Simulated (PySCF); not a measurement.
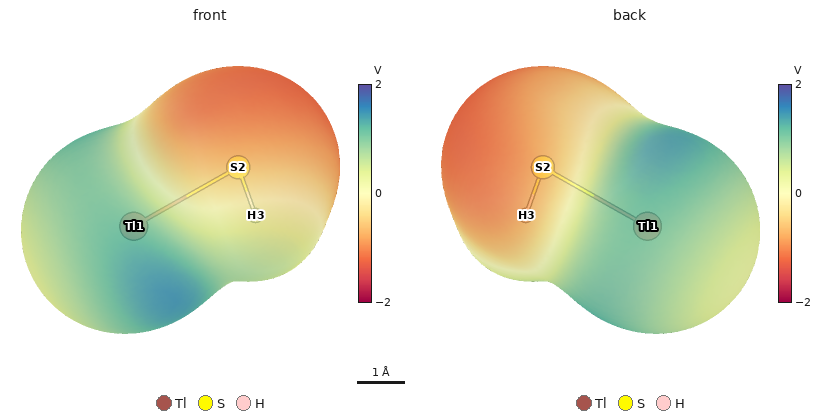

Figure. HSTl. The electrostatic potential painted on the density surface at 0.001 e/bohr³, seen from the front and from behind; the colour scale runs from red (negative) to blue (positive).

Core potentials replace the inner electrons of Tl.

Method: RKS PBE, Tl def2-SVP with ECP60, S def2-SVP, H def2-SVP; non-relativistic Hamiltonian with scalar-relativistic core potentials where named; density fitting in PySCF 2.14.0.

Question: Where is the surface potential most negative and most positive?

Answer: The most negative region (about −1.2 V) lies over S2, the most positive (about +1.5 V) over Tl1.

Question: What dipole moment does the calculation give?

Answer: Its dipole moment is 3.10 D.
